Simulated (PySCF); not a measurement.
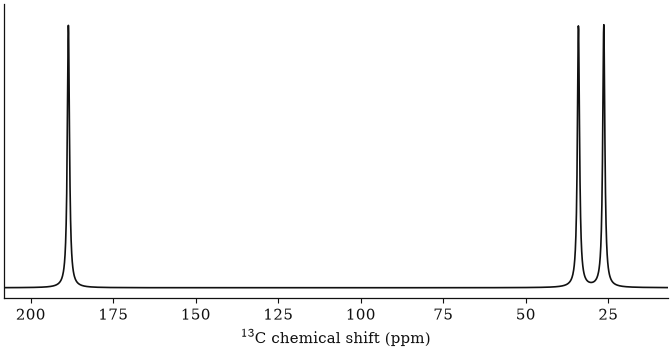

GIAO shifts, WP04/pcSseg-1, PySCF, at a PBE0-D3(BJ)/def2-SVP geometry (no frequency check), against TMS for ¹³C computed at the same level. Gas phase, fully decoupled, line heights follow the number of nuclei, widths are arbitrary (no quadrupolar broadening); values of one conformer, averaged over methyl-type rotors and exact or near symmetry.

Which structure fits the spectrum?
A. C₁₃H₁₀ (fluorene), SMILES c1ccc2c(c1)Cc1ccccc1-2
B. C₃H₉NSi, SMILES CC(C)=N[SiH3]

Answer. B. Its ¹³C signals: 188.6 (1 C), 34.1 (1 C), 26.4 (1 C) ppm.
